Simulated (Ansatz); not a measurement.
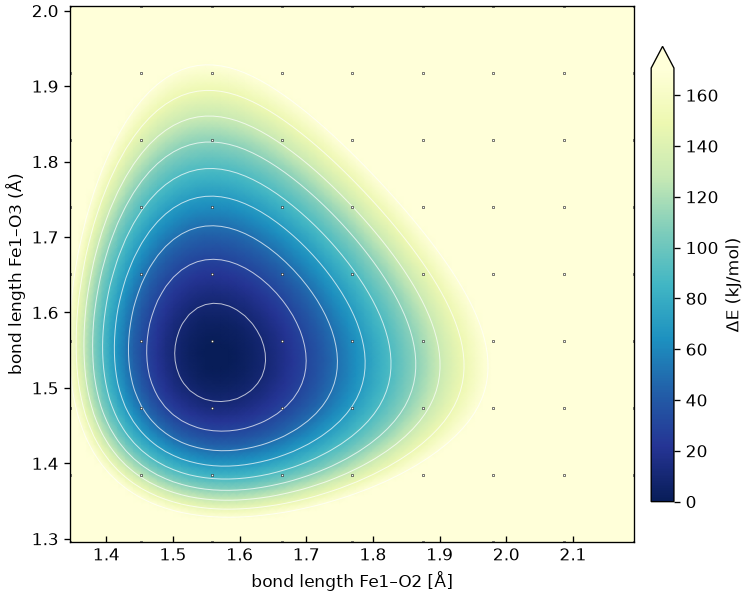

FeO3(NH). Coordinates scanned: (1) bond length Fe1–O2; (2) bond length Fe1–O3. Nothing is relaxed (all other coordinates rigid). The grid has 9 × 9 points. Points are written as (first, second). All energies are given in kJ/mol relative to the relaxed molecule at the same level. All numbers below come from RKS PBE0-D4/def2-SVP (Ansatz).

In the figure: a smooth colour map with a few white contour lines, dots at the grid points, one colour for all values above the top of the scale. Between grid points the surface is interpolated.

Where is the minimum, and how stiff is the well along each coordinate?

The interpolated minimum is at bond length Fe1–O2 ≈ 1.565 Å, bond length Fe1–O3 ≈ 1.543 Å. The curvatures there are about 44 eV/Å² and 50 eV/Å², with a cross term of about 3 eV/Å². Round the minimum the two coordinates are weakly coupled (coupling 0.06 in units of the two stiffnesses). (1 eV is 96.5 kJ/mol.)
